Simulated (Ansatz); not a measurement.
## NbB3 (built on the sites of a database entry of TaGa3): the cell at rest

Aim: bring NbB3 (built on the sites of a database entry of TaGa3) to small forces and stress, as phonons need.

Method: DFT PBE+D3(BJ), scalar-relativistic, plane waves, PAW, in Ansatz 0.2.0.

The structure was built from a prototype and need not be the compound's stable phase.

## (1) The starting structure

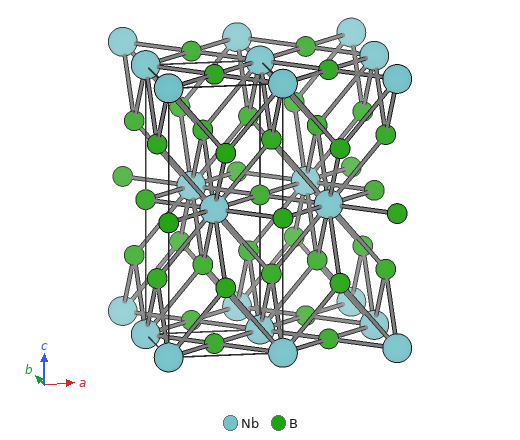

The cell as given, slightly off an axis (niobium teal, boron green). 2×2×1 cells are drawn. This picture shows the conventional cell, with its axes. Some periodic images of atoms are drawn too.

## (2) A coarse first look

A quick single point on a coarse mesh tells whether the cell has a gap and how far it is from rest, which sets the k mesh and smearing that follow.

File input.yaml:

```yaml
crystal:
  lattice:
    - [-1.65174, 1.65174, 3.89618]
    - [1.65174, -1.65174, 3.89618]
    - [1.65174, 1.65174, -3.89618]
  atoms:
    - { symbol: Nb, position: [0.0, 0.0, 0.0] }
    - { symbol: B, position: [0.5, 0.5, 0.0] }
    - { symbol: B, position: [0.75, 0.25, 0.5] }
    - { symbol: B, position: [0.25, 0.75, 0.5] }
kpoints:
  mp_grid: { grid: [8, 8, 8] }
hamiltonian:
  xc: pbe
  dispersion: d3bj
scf:
  occupations: { method: gaussian, width: 0.1 }
output:
  forces: true
  stress: true
  eigenvalues: true
```

Started as:

```console
ansatz run input.yaml --threads 8 --pin off --max-ram 14336MiB --backend cpu --events-out ev --progress --plain --runs-dir out
```

Numbers of over 12 decimals in the logs are rounded to 6 here.

What it wrote:

```text
Engine: ansatz 0.2.0, x86_64-unknown-linux-gnu
Pseudopotentials: kind: paw
Pseudopotential: Nb, paw, valence charge 13, recommended cutoff 420 eV (normal), Nb.paw.azcp
Pseudopotential: B, paw, valence charge 3, recommended cutoff 420 eV (normal), B.paw.azcp
Functional definition: PBE
  parameter kappa = 0.804
  parameter beta = 0.066725
  exchange = pbe_x(kappa = kappa, mu = beta*pi^2/3)
[...]
--- Band table (eV; the first three rows and the last of 59) ---
  k-point 0: bands = [... 7 lower, 9.5127, 9.9806, 9.9806, 13.2617, 13.8756, 13.8756, 14.2039, 17.7495]
  k-point 1: bands = [... 7 lower, 8.9367, 9.4014, 10.6794, 11.0763, 14.6129, 14.7821, 16.3251, 16.4433]
  k-point 2: bands = [... 7 lower, 7.9333, 9.3743, 9.3974, 10.8852, 15.3687, 15.9648, 15.9778, 17.0155]
  k-point 58: bands = [... 7 lower, 10.8694, 10.8694, 11.6370, 13.6748, 13.6748, 14.2890, 15.8942, 15.8942]
[key lines of the parts left out:]
SCF converged after 6 iterations
Free energy (F): -5019.408463 eV
Fermi energy:    13.138261 eV
P = ⅓ Tr σ = -31.5042 GPa (-315.042 kbar)
```

It took 6.1 s on 8 threads of Intel Xeon Platinum 8488C (Sapphire Rapids), shared host; peak memory 0.51 GiB; 3.1 s of CPU time.

This step gave:

```yaml
pressure: -31.50 GPa
volume_per_atom: 10.63 Å³
gap_on_the_k_mesh: 0 eV
```

The coarse mesh shows no gap and a pressure of -31.5 GPa.

## (3) Coarse relaxation

A rough relaxation comes first, because large forces or stress need no tight tolerances yet.

Changes to input.yaml since step 2:

```diff
@@ -21 +21,6 @@
   eigenvalues: true
+relax:
+  adjacent_minimum: "off"
+  f_tol: 0.05
+  max_steps: 80
+  cell: { stress_tol: 0.5 }
```

What it wrote:

```text
[...]
Crystal: 4 atoms, lattice volume = 42.519 Å³
Basis set: ecut = 420 eV, 833 PW (Γ), exchange–correlation on 64×64×64 points (8 copies of the dense FFT grid, shifted against one another)
Bands: 15, of which v1, the nominal top of the filled ones, is band 11 counted from 1 (10 counted from 0)
Symmetry: 16 space group operations
[...]
k-points: 59 of 512
[...]
cell:  # Å, volume = 35.9108 Å³
    - [-1.560257, 1.560257, 3.687842]
    - [1.560257, -1.560257, 3.687842]
    - [1.560257, 1.560257, -3.687842]
  atoms:
    - { symbol: Nb, position: [0, 0, 0] }
    - { symbol: B, position: [0.5, 0.5, 0] }
    - { symbol: B, position: [0.750000, 0.250000, 0.500000] }
    - { symbol: B, position: [0.250000, 0.750000, 0.500000] }
[key lines of the parts left out:]
SCF converged after 4 iterations
Free energy (F): -5020.176173 eV
Fermi energy:    15.957345 eV
P = ⅓ Tr σ = -0.1682 GPa (-1.682 kbar)
```

It took 1.7 s on 8 threads; peak memory 0.48 GiB.

Relaxation path:

```
step  energy less that of the first step (eV)  largest force component (eV/Å)  pressure (GPa)  volume (Å³)
   1                                   0.0000                          0.0000          -31.50        42.52
   2                                  -0.7582                          0.0000           -5.31        36.66
   3                                  -0.7705                          0.0000            1.87        35.65
   4                                  -0.7717                          0.0000           -0.06        35.91
  5*                                  -0.7677                          0.0000           -0.17        35.91
```

Relaxation steps marked * repeat the geometry before them on a plane-wave basis chosen anew for their cell, so energy and pressure can jump there.

Forces are held to the 16 operations that the run works with; a distortion that breaks them can't arise in this run.

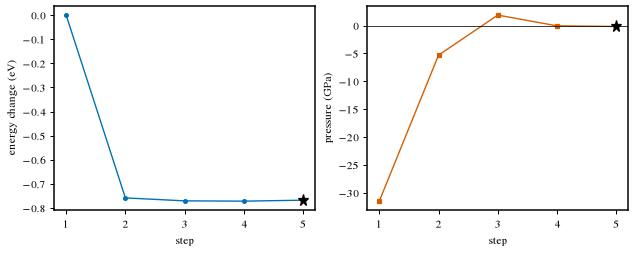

Energy and pressure along the relaxation. Stars mark steps on a basis chosen anew.

| conventional cell, symmetrised | before | after | change |
| --- | --- | --- | --- |
| a (Å) | 3.303 | 3.121 | -5.5 % |
| b (Å) | 3.303 | 3.121 | -5.5 % |
| c (Å) | 7.792 | 7.376 | -5.3 % |
| volume (Å³/atom) | 10.63 | 8.98 | -15.5 % |

Final coordinates:

```cif
data_structure
_symmetry_space_group_name_H-M 'P 1'
_symmetry_Int_Tables_number 1
_cell_length_a 4.2976
_cell_length_b 4.2976
_cell_length_c 4.2976
_cell_angle_alpha 137.424
_cell_angle_beta 137.424
_cell_angle_gamma 61.786
_cell_volume 35.91
loop_
_atom_site_label
_atom_site_type_symbol
_atom_site_fract_x
_atom_site_fract_y
_atom_site_fract_z
_atom_site_occupancy
Nb1 Nb 0.00000 0.00000 0.00000 1
B2 B 0.50000 0.50000 0.00000 1
B3 B 0.75000 0.25000 0.50000 1
B4 B 0.25000 0.75000 0.50000 1
```

This step gave:

| Item | Value |
| --- | --- |
| pressure | -0.1682 GPa |
| volume per atom | 8.978 Å³ |

In this step the volume went from 10.63 to 8.98 Å³/atom.

## (4) Relaxation

The cell and atoms are relaxed, since residual forces and stress would shift the frequencies.

input.yaml, the sections that differ from step 3:

```yaml
crystal:
  lattice:
    - [-1.5602569484, 1.5602569484, 3.6878419247]
    - [1.5602569484, -1.5602569484, 3.6878419247]
    - [1.5602569484, 1.5602569484, -3.6878419247]
  atoms:
    - { symbol: Nb, position: [0.0, 0.0, 0.0] }
    - { symbol: B, position: [0.5, 0.5, 0.0] }
    - { symbol: B, position: [0.75, 0.25, 0.5] }
    - { symbol: B, position: [0.25, 0.75, 0.5] }
kpoints:
  mp_grid: { grid: [18, 18, 18] }
relax:
  adjacent_minimum: "off"
  f_tol: 0.005
  max_steps: 80
  cell: { stress_tol: 0.05 }
# hamiltonian, scf, output: as in step 3
```

What it wrote:

```text
[...]
Crystal: 4 atoms, lattice volume = 35.911 Å³
Basis set: ecut = 420 eV, 713 PW (Γ), exchange–correlation on 60×60×60 points (8 copies of the dense FFT grid, shifted against one another)
Bands: 15, of which v1, the nominal top of the filled ones, is band 11 counted from 1 (10 counted from 0)
[... 1 set-up line as in the run before ...]
[...]
k-points: 480 of 5832
[...]
SCF iter   1: F=—  HF=-5020.177306 eV  |F-HF|=—  |Δ(HF+E_count)|=         —  Δρ=6.13e-3  dr2=1.15e-2  ethr=1.77e-3  ⟨swp⟩=5.2  Hψ=37198  notcnv=0
[...]
SCF iter   6: F=-5020.174515 eV  HF=-5020.174515 eV  |F-HF|=9.03e-10  |Δ(HF+E_count)|=   8.80e-9  Δρ=4.52e-6  dr2=6.00e-9  ethr=4.55e-10  ⟨swp⟩=4.7  Hψ=26760  notcnv=0
SCF 1 converged in 6 iterations: F = -5020.174515 eV  dr2 = 6.00e-9
[...]
relax step   1: F+E_penalty+E_count = -5020.17451483 eV  Δ(F+E_penalty+E_count) = +0.000e0 eV  max|allowed force component| = 9.121e-31 eV/Å  Δτ_max = 0.0000 Å  P = -0.195 GPa  Ω = 35.911 Å³  (6 SCF iters, dr2 threshold 1.00e-7 eV, accepted)
Crystal: 4 atoms, lattice volume = 35.872 Å³
[...]
SCF iter   3: F=-5020.174619 eV  HF=-5020.174619 eV  |F-HF|=8.70e-8  |Δ(HF+E_count)|=   2.79e-6  Δρ=2.19e-5  dr2=1.69e-7  ethr=1.82e-9  ⟨swp⟩=3.1  Hψ=29317  notcnv=0
SCF 2 converged in 3 iterations: F = -5020.174619 eV  dr2 = 1.69e-7
relax step   2: F+E_penalty+E_count = -5020.17461869 eV  Δ(F+E_penalty+E_count) = -1.039e-4 eV  max|allowed force component| = 6.245e-17 eV/Å  Δτ_max = 0.0000 Å  P = +0.046 GPa  Ω = 35.872 Å³  energy of the carried Pulay correction = +4.382e-5 eV  (3 SCF iters, dr2 threshold 4.00e-7 eV, accepted)
Crystal: 4 atoms, lattice volume = 35.880 Å³
[...]
SCF iter   3: F=-5020.174615 eV  HF=-5020.174615 eV  |F-HF|=1.17e-9  |Δ(HF+E_count)|=   8.59e-8  Δρ=2.41e-6  dr2=1.83e-9  ethr=2.31e-10  ⟨swp⟩=4.0  Hψ=23084  notcnv=0
SCF 3 converged in 3 iterations: F = -5020.174615 eV  dr2 = 1.83e-9
relax step   3: F+E_penalty+E_count = -5020.17461524 eV  Δ(F+E_penalty+E_count) = +3.445e-6 eV  max|allowed force component| = 4.857e-17 eV/Å  Δτ_max = 0.0000 Å  P = -0.001 GPa  Ω = 35.880 Å³  energy of the carried Pulay correction = +3.517e-5 eV  (3 SCF iters, dr2 threshold 5.07e-8 eV, accepted)
[...]
SCF iter   4: F=-5020.174578 eV  HF=-5020.174578 eV  |F-HF|=4.55e-12  |Δ(HF+E_count)|=  8.19e-12  Δρ=1.25e-7  dr2=5.79e-12  ethr=1.00e-12  ⟨swp⟩=4.1  Hψ=23331  notcnv=0
SCF 4 converged in 4 iterations: F = -5020.174578 eV  dr2 = 5.79e-12
relax step   4: F+E_penalty+E_count = -5020.17457843 eV  Δ(F+E_penalty+E_count) = +3.681e-5 eV  max|allowed force component| = 3.816e-17 eV/Å  Δτ_max = 0.0000 Å  P = -0.002 GPa  Ω = 35.880 Å³  stress off target by 2.70e-3 GPa  SCF on the basis re-selected at this cell (its energy is not comparable with the rows above)  (4 SCF iters)
[...]
SCF converged after 4 iterations
Free energy (F): -5020.174578 eV
[...]
Internal energy: -5020.171124 eV  (E = F + TS)
E sigma→0 (E₀):  -5020.172851 eV
Entropy (-TS):   -0.003454 eV (-0.864 meV/atom)
Fermi energy:    15.986879 eV
[...]
--- Stress (GPa, compression-positive) ---
       -0.002705       0.000000      -0.000000
        0.000000      -0.002705       0.000000
       -0.000000       0.000000      -0.000734
  P = ⅓ Tr σ = -0.0020 GPa (-0.020 kbar)
--- Band table (eV; the first three rows and the last of 480) ---
  k-point 0: bands = [... 7 lower, 11.5626, 12.1909, 12.1909, 16.8737, 16.8737, 17.0109, 17.3889, 21.1583]
  k-point 1: bands = [... 7 lower, 11.5582, 11.9555, 12.5483, 15.5182, 17.0505, 17.3611, 18.6582, 20.5224]
  k-point 2: bands = [... 7 lower, 11.4012, 11.5613, 13.1169, 13.9839, 17.5471, 18.2547, 19.8447, 19.9175]
  k-point 479: bands = [... 7 lower, 13.3990, 13.3990, 14.2743, 16.6487, 16.6487, 17.5077, 19.0659, 19.0659]
--- Relaxed structure (3 steps of the walk, 3 accepted, 1 SCFs on fresh bases) ---
[...]
cell:  # Å, volume = 35.8797 Å³
    - [-1.560457, 1.560457, 3.683704]
    - [1.560457, -1.560457, 3.683704]
    - [1.560457, 1.560457, -3.683704]
  atoms:
    - { symbol: Nb, position: [0, 0, 0] }
    - { symbol: B, position: [0.5, 0.5, 0] }
    - { symbol: B, position: [0.75, 0.250000, 0.5] }
    - { symbol: B, position: [0.250000, 0.75, 0.5] }
```

Wall time 5.8 s (8 threads); peak memory 0.69 GiB.

Step by step:

```
step  energy less that of the first step (eV)  largest force component (eV/Å)  pressure (GPa)  volume (Å³)
   1                                   0.0000                          0.0000           -0.20        35.91
   2                                  -0.0001                          0.0000            0.05        35.87
   3                                  -0.0001                          0.0000            0.00        35.88
  4*                                  -0.0001                          0.0000            0.00        35.88
```

Relaxation steps marked * repeat the geometry before them on a plane-wave basis chosen anew for their cell, so energy and pressure can jump there.

The run keeps the 16 symmetry operations that it works with, so distortions that break them were not tested.

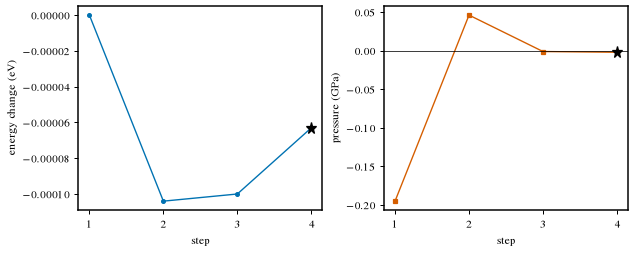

Energy and pressure along the relaxation. Stars mark steps on a basis chosen anew.

| conventional cell, symmetrised | before | after | change |
| --- | --- | --- | --- |
| a (Å) | 3.121 | 3.121 | +0.0 % |
| b (Å) | 3.121 | 3.121 | +0.0 % |
| c (Å) | 7.376 | 7.367 | -0.1 % |
| volume (Å³/atom) | 8.98 | 8.97 | -0.1 % |

Final coordinates:

```cif
data_structure
_symmetry_space_group_name_H-M 'P 1'
_symmetry_Int_Tables_number 1
_cell_length_a 4.2942
_cell_length_b 4.2942
_cell_length_c 4.2942
_cell_angle_alpha 137.383
_cell_angle_beta 137.383
_cell_angle_gamma 61.850
_cell_volume 35.88
loop_
_atom_site_label
_atom_site_type_symbol
_atom_site_fract_x
_atom_site_fract_y
_atom_site_fract_z
_atom_site_occupancy
Nb1 Nb 0.00000 0.00000 0.00000 1
B2 B 0.50000 0.50000 0.00000 1
B3 B 0.75000 0.25000 0.50000 1
B4 B 0.25000 0.75000 0.50000 1
```

This step gave:

| Quantity | Value |
| --- | --- |
| pressure | -0.002048 GPa |
| volume per atom | 8.970 Å³ |

In this step the volume went from 8.98 to 8.97 Å³/atom.

## (5) Tight relaxation

Phonons need a cell at rest on their own settings, so the relaxation is repeated with tight tolerances on forces and stress, using the mesh and the filling of the phonon run that follows.

File input.yaml:

```yaml
crystal:
  lattice:
    - [-1.5604568969, 1.5604568969, 3.6837038067]
    - [1.5604568969, -1.5604568969, 3.6837038067]
    - [1.5604568969, 1.5604568969, -3.6837038067]
  atoms:
    - { symbol: Nb, position: [0.0, 0.0, 0.0] }
    - { symbol: B, position: [0.5, 0.5, 0.0] }
    - { symbol: B, position: [0.75, 0.25, 0.5] }
    - { symbol: B, position: [0.25, 0.75, 0.5] }
kpoints:
  mp_grid: { grid: [20, 20, 20] }
hamiltonian:
  xc: pbe
  dispersion: d3bj
scf:
  occupations: { method: methfessel_paxton, width: 0.2 }
output:
  forces: true
  stress: true
  eigenvalues: true
relax:
  adjacent_minimum: "off"
  f_tol: 0.001
  max_steps: 60
  cell: { stress_tol: 0.01 }
```

What it wrote:

```text
[...]
Crystal: 4 atoms, lattice volume = 35.880 Å³
Basis set: ecut = 420 eV, 713 PW (Γ), exchange–correlation on 60×60×60 points (8 copies of the dense FFT grid, shifted against one another)
Bands: 15, of which v1, the nominal top of the filled ones, is band 11 counted from 1 (10 counted from 0)
[... 1 set-up line as in the run before ...]
[...]
k-points: 641 of 8000
[...]
--- Relaxed structure (3 steps of the walk, 3 accepted, 1 SCFs on fresh bases) ---
[...]
cell:  # Å, volume = 35.8759 Å³
    - [-1.560592, 1.560592, 3.682682]
    - [1.560592, -1.560592, 3.682682]
    - [1.560592, 1.560592, -3.682682]
  atoms:
    - { symbol: Nb, position: [0, 0, 0] }
    - { symbol: B, position: [0.5, 0.5, 0] }
    - { symbol: B, position: [0.75, 0.25, 0.5] }
    - { symbol: B, position: [0.25, 0.75, 0.5] }
[key lines of the parts left out:]
SCF converged after 5 iterations
Free energy (F): -5020.173466 eV
Fermi energy:    15.989449 eV
P = ⅓ Tr σ = 0.0003 GPa (0.003 kbar)
```

It took 7.8 s on 8 threads; peak memory 0.76 GiB.

Little changed from the start: no atom moved by 0.005 Å and no cell edge by 0.1 %.

This step gave:

| Quantity | Value |
| --- | --- |
| pressure | 2.81e-4 GPa |
| volume per atom | 8.969 Å³ |

The forces vanish by symmetry and the pressure is 0.000 GPa, within the tolerances set. The cell now holds 8.97 Å³/atom.

## (6) Summary of results

```json
{
  "space group after relaxation (within 0.01 Å)": "I4/mmm",
  "lattice constant a": "3.121 Å",
  "lattice constant b": "3.121 Å",
  "lattice constant c": "7.365 Å",
  "volume per atom": "8.97 Å³"
}
```

**Reading.** The forces vanish by symmetry and the pressure is 0.000 GPa, within the tolerances set. The cell now holds 8.97 Å³/atom. The relaxation keeps the symmetry of its start, so it says nothing on stability against lower symmetry. The starting cell was built on a prototype and not taken from a measurement, so the phase need not exist.

[Logs are printed without paths, hosts, clocks, repeated set-up lines and the standing remarks that a program may print on its own settings, such as how far it seeks lower states.]

[Hosts, paths, dates, database ids (printed as entryN), source tags and the programs' standing remarks are cut or masked in the printed files.]
